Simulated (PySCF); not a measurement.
**C₂H₁₁B₂N: one change and its effect**

System: C₂H₁₁B₂N.
Method of the first run: GIAO HF/pcSseg-1 NMR shielding, non-relativistic, gas phase (PySCF 2.14.0).

The geometry comes from this level: PBE0-D3(BJ)/def2-SVP. Text and figures count atoms from 1; the logs count them from 0 in places.

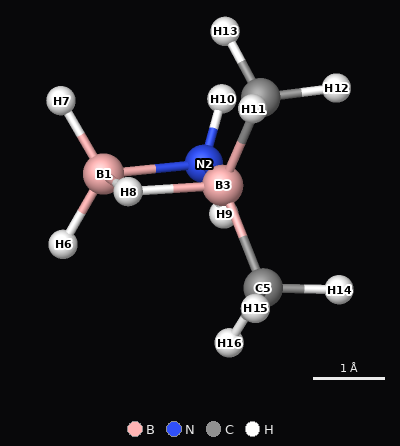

Figure 1. The input geometry (ball-and-stick view, seen at a tilt; atoms are numbered from 1 in the order of the input). Bond lengths as drawn: B–C 1.59 to 1.60 Å, B–H 1.21 to 1.39 Å, B–N 1.56 Å, C–H 1.10 Å and H–N 1.01 Å.

Input file, the first run:
```
{"job": {"kind": "nmr", "xc": "HF", "basis": "pcSseg-1", "pop": false}, "charge": 0, "multiplicity": 1}
B      1.681701    -0.244315    -0.160295
N      0.776311    -0.127099     1.101117
B     -0.227535     0.037219    -0.079438
C     -0.787173     1.520759    -0.253340
C     -1.187613    -1.218591    -0.291521
H      2.105024    -1.361103    -0.354698
H      2.411180     0.706835    -0.325334
H      0.739021    -0.090543    -1.073022
H      0.678584    -0.967175     1.661957
H      0.927094     0.689240     1.684762
H     -1.234779     1.669481    -1.248549
H     -1.586348     1.712291     0.483613
H     -0.016831     2.297986    -0.121040
H     -2.009984    -1.192730     0.444516
H     -1.656384    -1.206747    -1.287919
H     -0.672783    -2.187206    -0.183075
```

The first line tells a small driver script what to run in PySCF; the rest is the geometry in Å.

Command:
```bash
OMP_NUM_THREADS=1 python <driver script> task.json out
```

Hardware: 1 CPU thread, shared host.

Output (the first run):
```
final grid: 114920 points
cycle   1  E = -185.9072359553  dE =  8.780e-01  |g| = 3.938e-01  |ddm| = 3.131e+00
cycle   2  E = -185.9642155958  dE = -5.698e-02  |g| = 1.138e-01  |ddm| = 5.167e-01
cycle   3  E = -185.9684573635  dE = -4.242e-03  |g| = 5.434e-02  |ddm| = 1.427e-01
cycle   4  E = -185.9691584408  dE = -7.011e-04  |g| = 5.850e-03  |ddm| = 4.267e-02
cycle   5  E = -185.9691764953  dE = -1.805e-05  |g| = 1.485e-03  |ddm| = 1.094e-02
cycle   6  E = -185.9691776885  dE = -1.193e-06  |g| = 4.724e-04  |ddm| = 3.059e-03
cycle   7  E = -185.9691778048  dE = -1.163e-07  |g| = 1.232e-04  |ddm| = 8.756e-04
cycle   8  E = -185.9691778138  dE = -8.988e-09  |g| = 2.590e-05  |ddm| = 2.736e-04
cycle   9  E = -185.9691778142  dE = -3.840e-10  |g| = 6.316e-06  |ddm| = 6.093e-05
converged SCF energy = -185.9691778142

GIAO shielding tensors (ppm)
atom      isotropic    diamagn.    paramagn.     s11        s22        s33       span
  0 B      136.014     191.363     -55.349    128.120    130.982    148.940     20.819
  1 N      248.061     324.694     -76.633    211.098    245.947    287.138     76.040
  2 B      124.831     185.026     -60.195    101.052    120.533    152.908     51.856
  3 C      185.424     250.535     -65.111    176.310    185.158    194.805     18.496
  4 C      185.366     250.547     -65.181    176.178    185.140    194.780     18.602
  5 H       29.938      30.311      -0.373     27.009     27.369     35.435      8.426
  6 H       29.942      30.313      -0.371     27.011     27.371     35.443      8.432
  7 H       32.169      31.649       0.520     29.186     31.100     36.221      7.035
  8 H       30.242      32.299      -2.056     22.907     25.017     42.803     19.896
  9 H       30.239      32.288      -2.049     22.921     24.983     42.812     19.890
 10 H       31.206      30.727       0.480     26.798     28.450     38.370     11.572
 11 H       31.587      30.923       0.664     27.611     28.903     38.248     10.637
 12 H       32.055      31.421       0.634     27.117     30.229     38.818     11.701
 13 H       31.589      30.933       0.656     27.615     28.907     38.246     10.631
 14 H       31.207      30.733       0.474     26.800     28.447     38.374     11.574
 15 H       32.057      31.436       0.621     27.119     30.240     38.811     11.692
```

The input of the second run differs as follows (lines with − go, lines with + come):
```diff
-"xc": "HF"
+"xc": "LDA"
```

Predict how the results change.

The total energies belong to different methods, so their difference says nothing on which is more stable or more accurate. The HOMO goes from −12.00 to −7.27 eV. The LUMO goes from 3.65 to −0.22 eV. The dipole moment goes from 2.67 to 2.58 D. Of all shieldings, the largest change is that of N2, by −20.0 ppm. The method changes from HF to LDA. Exact exchange removes part of the self-interaction error of semilocal functionals, which pushes filled and empty levels apart. The SCF takes 14 iterations against 9.

Output (the second run):
```
coarse grid: 12232 points
cycle   1  E = -185.3157894240  dE =  1.496e-01  |g| = 7.175e-01  |ddm| = 3.358e+00
cycle   2  E = -185.1085129934  dE =  2.073e-01  |g| = 1.120e+00  |ddm| = 1.855e+00
cycle   3  E = -185.4573739765  dE = -3.489e-01  |g| = 9.076e-02  |ddm| = 1.304e+00
cycle   4  E = -185.4596350736  dE = -2.261e-03  |g| = 3.691e-02  |ddm| = 1.616e-01
cycle   5  E = -185.4599862739  dE = -3.512e-04  |g| = 8.715e-03  |ddm| = 3.318e-02
cycle   6  E = -185.4599999404  dE = -1.367e-05  |g| = 4.152e-03  |ddm| = 1.060e-02
cycle   7  E = -185.4600039688  dE = -4.028e-06  |g| = 3.573e-04  |ddm| = 4.223e-03
final grid: 114920 points
cycle   8  E = -185.5058268329  dE = -7.372e-05  |g| = 7.080e-03  |ddm| = 3.863e-02
cycle   9  E = -185.5058062839  dE =  2.055e-05  |g| = 1.217e-02  |ddm| = 1.303e-02
cycle  10  E = -185.5058378000  dE = -3.152e-05  |g| = 8.833e-04  |ddm| = 8.559e-03
cycle  11  E = -185.5058379798  dE = -1.798e-07  |g| = 3.520e-04  |ddm| = 1.199e-03
cycle  12  E = -185.5058380076  dE = -2.779e-08  |g| = 6.996e-05  |ddm| = 3.077e-04
cycle  13  E = -185.5058380089  dE = -1.275e-09  |g| = 2.049e-05  |ddm| = 9.563e-05
cycle  14  E = -185.5058380090  dE = -1.114e-10  |g| = 4.688e-06  |ddm| = 2.812e-05
converged SCF energy = -185.5058380090

GIAO shielding tensors (ppm)
atom      isotropic    diamagn.    paramagn.     s11        s22        s33       span
  0 B      124.789     199.256     -74.467    111.357    121.328    141.680     30.323
  1 N      228.043     320.401     -92.357    187.601    232.858    263.671     76.069
  2 B      112.691     192.231     -79.540     82.184    109.106    146.784     64.600
  3 C      177.230     250.156     -72.926    164.525    176.296    190.868     26.343
  4 C      177.149     250.174     -73.025    164.349    176.266    190.831     26.482
  5 H       29.005      29.831      -0.826     26.261     26.704     34.050      7.789
  6 H       29.008      29.832      -0.824     26.262     26.703     34.058      7.795
  7 H       30.555      31.594      -1.039     27.818     29.383     34.464      6.646
  8 H       29.375      31.922      -2.547     22.717     24.438     40.970     18.253
  9 H       29.371      31.914      -2.543     22.727     24.407     40.979     18.252
 10 H       30.365      29.720       0.645     26.270     27.857     36.968     10.698
 11 H       30.739      29.889       0.850     27.040     28.140     37.038      9.998
 12 H       31.419      30.432       0.986     26.763     29.433     38.060     11.297
 13 H       30.739      29.898       0.841     27.042     28.140     37.036      9.995
 14 H       30.366      29.728       0.638     26.273     27.855     36.971     10.697
 15 H       31.421      30.447       0.974     26.767     29.444     38.051     11.285
```

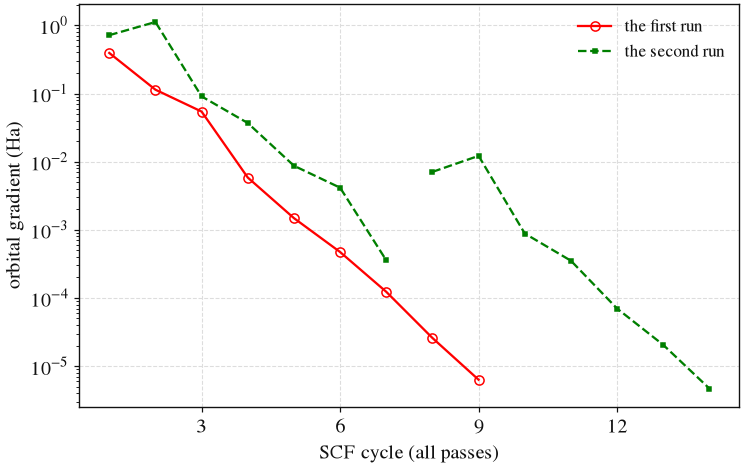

Figure 2. Convergence of the two runs: orbital gradient against the SCF cycle. A break in a curve parts two SCF passes (coarse and final grid). The first run takes 9 cycles in all, and the second run takes 14.

The two runs side by side:

```tsv
quantity	the first run	the second run
outcome	converged	converged
total energy (hartree)	−185.969178	−185.505838
HOMO (eV)	−12.00	−7.27
LUMO (eV)	3.65	−0.22
dipole moment (D)	2.67	2.58
shielding of B1 (ppm)	136.0	124.8
shielding of N2 (ppm)	248.1	228.0
shielding of B3 (ppm)	124.8	112.7
shielding of C4 (ppm)	185.4	177.2
shielding of C5 (ppm)	185.4	177.1
shielding of H7 (ppm)	29.9	29.0
shielding of H8 (ppm)	32.2	30.6
SCF iterations	9	14
basis functions	140	140
wall time (shared host)	4.7 s	14 s
```
